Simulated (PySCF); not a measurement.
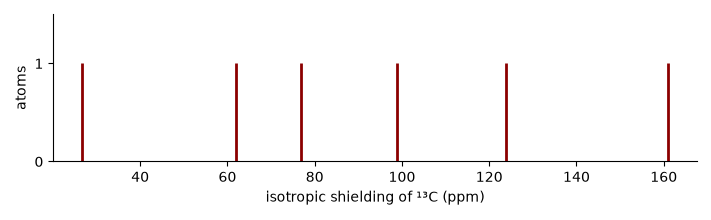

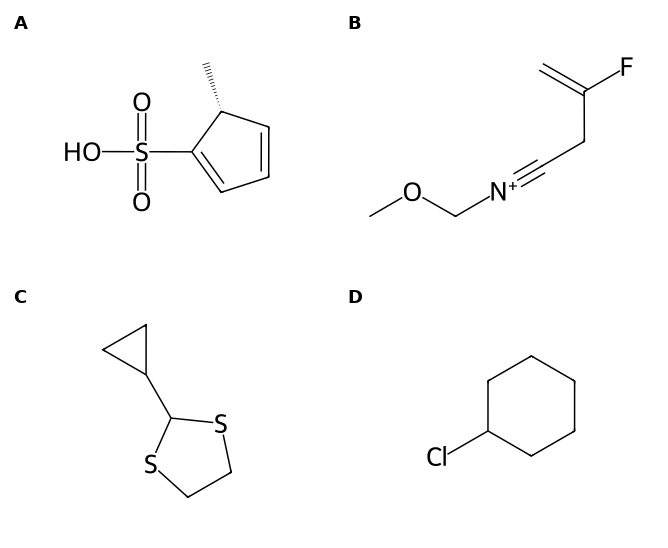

The sticks are computed shieldings of one of the molecules, for one fixed geometry (PBE0-D3(BJ)/def2-SVP) without averaging over rotations. Low shielding means a high chemical shift. Method: GIAO PBE0/pcSseg-1 NMR shielding, non-relativistic, IEF-PCM methanol (PySCF 2.14.0).

> Which molecule gives this pattern?

B, `C=C(F)CC#[N+]COC`. Its 6 C atoms give lines at 26.8, 61.9, 76.8, 99.0, 123.9, 160.9 ppm.
